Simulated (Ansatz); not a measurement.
Bond stretch in SMg, lowest singlet found (which spin is the ground state isn't settled by this scan).

Levels: RHF/cc-pVDZ (Ansatz, a first-principles code); RCCSDT = CCSDT on RHF/cc-pVDZ, frozen core in Ansatz; RKS-PBE = restricted PBE/cc-pVDZ (Ansatz).

Energies are in kJ/mol, each relative to the lowest point of its own curve between 1.78 and 2.47 Å, where full CI is lowest.

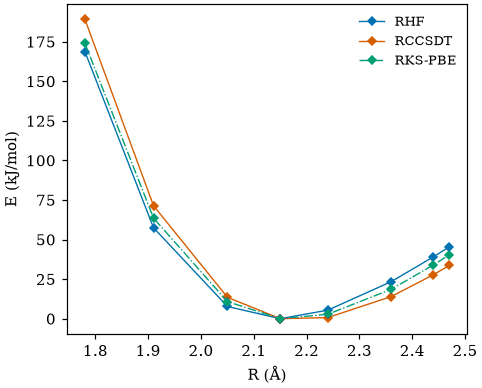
Figure: Energy against bond length for each method.

```json
[
 {"R / Å": "1.78", "RHF": "168.8", "RCCSDT": "189.2", "RKS-PBE": "174.0"},
 {"R / Å": "1.91", "RHF": "57.4", "RCCSDT": "71.4", "RKS-PBE": "63.5"},
 {"R / Å": "2.05", "RHF": "7.7", "RCCSDT": "13.5", "RKS-PBE": "10.8"},
 {"R / Å": "2.15", "RHF": "0.0", "RCCSDT": "0.0", "RKS-PBE": "0.0"},
 {"R / Å": "2.24", "RHF": "5.4", "RCCSDT": "0.7", "RKS-PBE": "2.8"},
 {"R / Å": "2.36", "RHF": "23.4", "RCCSDT": "14.0", "RKS-PBE": "18.6"},
 {"R / Å": "2.44", "RHF": "39.1", "RCCSDT": "27.8", "RKS-PBE": "33.9"},
 {"R / Å": "2.47", "RHF": "45.3", "RCCSDT": "33.7", "RKS-PBE": "40.3"}
]
```

At the longest distance, 2.47 Å, RHF lies highest above its minimum (45.3 kJ/mol) and RCCSDT lowest (33.7 kJ/mol).

The scan ran from 1.78 to 8.30 Å; beyond the distances shown full CI changes its symmetry label. The restricted form behind RHF, RKS-PBE keeps the bonding electrons paired and can't separate into open-shell fragments.
